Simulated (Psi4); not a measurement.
**SiH4O4 (orthosilicic acid): M06-L/def2-SVP**

Aim: the vertical ionisation energy of SiH4O4 (orthosilicic acid) at M06-L/def2-SVP, from 2 runs. 

The results are computed with Psi4 1.11.

9 further runs of the same task are left out: 7 that didn't finish, 2 set aside as unsound or not needed.

### Step 1. Starting point

SiH4O4 has 9 atoms, charge 0, and is taken as a singlet. SMILES: `O[Si](O)(O)O`. The coordinates come from a PBE0-D4/def2-TZVP relaxation. This is one conformer, not always the lowest.

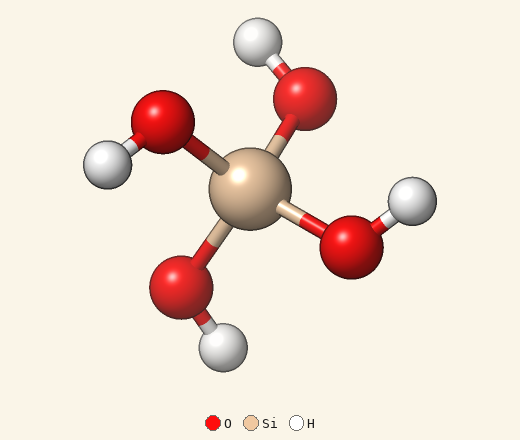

Viewed from a chosen angle; oxygen red, silicon light orange, hydrogen white.

### Step 2. Energy and forces at M06-L/def2-SVP

Contents of input.in:

```
memory 2200 MB

molecule mol {
  0 1
  O     -0.969050     0.776350    -1.057560
  Si     0.000010     0.000030    -0.000040
  O      1.527610     0.433680    -0.372150
  O     -0.043140    -1.629280    -0.059900
  O     -0.515400     0.419370     1.489460
  H     -0.639460     0.869750    -1.952330
  H      2.226280    -0.135170    -0.046190
  H     -0.768040    -2.056130     0.398680
  H     -0.818790     1.321420     1.600040
  symmetry c1
}

set globals {
  puream               true
  e_convergence        1e-09
  d_convergence        1e-08
  scf_type             pk
  dft_radial_points    99
  dft_spherical_points 590
}

e, wfn = gradient("m06-l/def2-SVP", return_wfn=True)
oeprop(wfn, "MAYER_INDICES", "DIPOLE", "LOWDIN_CHARGES")
```

The run is started by

```
$ psi4 -i input.in -o input.out -n 1
```

input.out, cut to the lines that bear on the results:

```text
[...]
  Running in c1 symmetry.
[...]
  Nuclear repulsion =  269.977267005942508
[...]
  Multiplicity = 1
[...]
  Nalpha       = 25
  Nbeta        = 25
[...]
    Number of basis functions: 94
[...]
   @RKS iter   1:  -592.07602336654452   -8.40152e-02   1.30379e-02 DIIS/ADIIS
[...]
   @RKS iter  10:  -592.61846218919447   -1.70530e-12   1.75920e-09 DIIS
[...]
    Orbital Energies [Eh]
    ---------------------
    Doubly Occupied:
       1A    -65.874028     2A    -18.962927     3A    -18.962891
       4A    -18.962889     5A    -18.962880     6A     -5.299969
       7A     -3.611139     8A     -3.611139     9A     -3.611012
      10A     -0.992376    11A     -0.955969    12A     -0.955968
      13A     -0.950848    14A     -0.541652    15A     -0.483773
      16A     -0.483771    17A     -0.475031    18A     -0.351111
      19A     -0.329666    20A     -0.325229    21A     -0.325227
      22A     -0.302217    23A     -0.299494    24A     -0.272009
      25A     -0.272007
[...]
  @RKS Final Energy:  -592.61846218919447
   => Energetics <=
    Nuclear Repulsion Energy =            269.9772670059425081
    One-Electron Energy =               -1356.3261455372653472
    Two-Electron Energy =                 550.7606768133082369
    DFT Exchange-Correlation Energy =     -57.0302604711797230
    Empirical Dispersion Energy =           0.0000000000000000
    VV10 Nonlocal Energy =                  0.0000000000000000
    Total Energy =                       -592.6184621891944744
[...]
  -Total Gradient:
     Atom            X                  Y                   Z
    ------   -----------------  -----------------  -----------------
       1        0.008119117638    -0.006203468817     0.005487378479
       2        0.000004259392    -0.000001720804    -0.000000014339
       3       -0.009770276805    -0.004601947212     0.004249770490
       4       -0.002004670613     0.011360130201     0.001252470246
       5        0.003650421769    -0.000545452345    -0.010995974008
       6       -0.001010979950    -0.000150894184     0.002049858088
       7       -0.001485737658     0.001521580447    -0.000831701274
       8        0.001776726723     0.000795700623    -0.001197707390
       9        0.000721242501    -0.002173628517    -0.000014370822
[...]
 Multipole Moments:
 ------------------------------------------------------------------------------------
     Multipole            Electronic (a.u.)      Nuclear  (a.u.)        Total (a.u.)
 ------------------------------------------------------------------------------------
 L = 1.  Multiply by 2.5417464519 to convert [e a0] to [Debye]
 Dipole X            :          0.0000258           -0.0000323           -0.0000066
 Dipole Y            :          0.0000822           -0.0002244           -0.0001422
 Dipole Z            :         -0.0001079            0.0003169            0.0002090
 Magnitude           :                                                    0.0002528
[...]
```

It took 27 s on 1 thread of Intel Xeon 6975P-C (Granite Rapids), shared host; peak memory 1.2 GiB.

### Step 3. The doublet cation: a single-point energy at UM06-L/def2-SVP

Contents of input.dat:

```
memory 2.2 GB

molecule {
  1 2
  O
  Si 1 1.630981
  O 2 1.630975 1 106.38019
  O 2 1.63098 3 106.38066 1 124.05948
  O 2 1.630982 3 115.84778 1 -117.9703
  H 1 0.958106 2 116.58611 3 36.75556
  H 3 0.958113 2 116.58438 4 -36.74079
  H 4 0.958111 2 116.58379 3 160.76572
  H 5 0.958106 2 116.58573 3 81.24287
  symmetry c1
}

set basis def2-SVP
set reference uks
set puream true
set e_convergence 1e-09
set d_convergence 1e-08
set scf_type pk
set dft_radial_points 99
set dft_spherical_points 590
set maxiter 100

result, w = energy('m06-l', return_wfn=True)
oeprop(w, 'DIPOLE', 'MAYER_INDICES', 'WIBERG_LOWDIN_INDICES', title='M06-L')
```

The run is started by

```
$ psi4 input.dat output.dat -n 1
```

output.dat, cut to the lines that bear on the results:

```text
[...]
  Running in c1 symmetry.
[...]
  Nuclear repulsion =  269.977287468162217
[...]
  Multiplicity = 2
[...]
  Nalpha       = 25
  Nbeta        = 24
[...]
    Number of basis functions: 94
[...]
   @UKS iter   1:  -591.88993863244968    1.02068e-01   1.01969e-02 DIIS/ADIIS
[...]
   @UKS iter  43:  -592.22478529780528   -3.92220e-11   8.23185e-09 DIIS
[...]
   @S^2 Observed:                7.543757822E-01
[...]
    Orbital Energies [Eh]
    ---------------------
    Alpha Occupied:
       1A    -66.137759     2A    -19.244998     3A    -19.244958
       4A    -19.244932     5A    -19.244917     6A     -5.564637
       7A     -3.875807     8A     -3.875635     9A     -3.875568
      10A     -1.266079    11A     -1.230560    12A     -1.229884
      13A     -1.225194    14A     -0.802600    15A     -0.745652
      16A     -0.745250    17A     -0.737299    18A     -0.623672
      19A     -0.596371    20A     -0.594538    21A     -0.587915
      22A     -0.580742    23A     -0.567115    24A     -0.556269
      25A     -0.548109
    Alpha Virtual:
[...]
  @UKS Final Energy:  -592.22478529780528
   => Energetics <=
    Nuclear Repulsion Energy =            269.9772874681622170
    One-Electron Energy =               -1343.0938806280846620
    Two-Electron Energy =                 537.4889506227962102
    DFT Exchange-Correlation Energy =     -56.5971427606788993
    Empirical Dispersion Energy =           0.0000000000000000
    VV10 Nonlocal Energy =                  0.0000000000000000
    Total Energy =                       -592.2247852978052833
[...]
 Multipole Moments:
 ------------------------------------------------------------------------------------
     Multipole            Electronic (a.u.)      Nuclear  (a.u.)        Total (a.u.)
 ------------------------------------------------------------------------------------
 L = 1.  Multiply by 2.5417464519 to convert [e a0] to [Debye]
 Dipole X            :          0.0294718            0.0000274            0.0294992
 Dipole Y            :         -0.0158553            0.0002551           -0.0156002
 Dipole Z            :          0.0211130            0.0002934            0.0214064
 Magnitude           :                                                    0.0396460
[...]
```

Wall time 2.3 min (1 thread of Intel Xeon 6975P-C (Granite Rapids), shared host); peak memory 1.3 GiB.

### Step 4. Outcome

Level: M06-L/def2-SVP.

| quantity | value |
| --- | --- |
| singlet SiH4O4: total energy | -592.61846 Eh |
| singlet SiH4O4: dipole moment | 0.00 D |
| singlet SiH4O4: HOMO energy | -7.40 eV |
| singlet SiH4O4: LUMO energy | 0.88 eV |
| singlet SiH4O4: HOMO–LUMO gap | 8.28 eV |
| singlet SiH4O4: largest force on an atom | 0.597 eV/Å |
| doublet cation: total energy | -592.22479 Eh |
| doublet cation: HOMO energy (highest over α and β) | -14.08 eV |
| doublet cation: LUMO energy (lowest over α and β) | -13.99 eV |
| doublet cation: ⟨S²⟩ | 0.754 |
| vertical ionisation energy (to the doublet cation) | 10.712 eV |

**Reading.** Removing an electron at fixed nuclei costs 10.71 eV (1034 kJ/mol). The largest force (singlet SiH4O4) is 0.60 eV/Å: the shape isn't a stationary point for this species at this level. The negative HOMO energy of the first species, 7.40 eV, lies 3.31 eV below that difference.
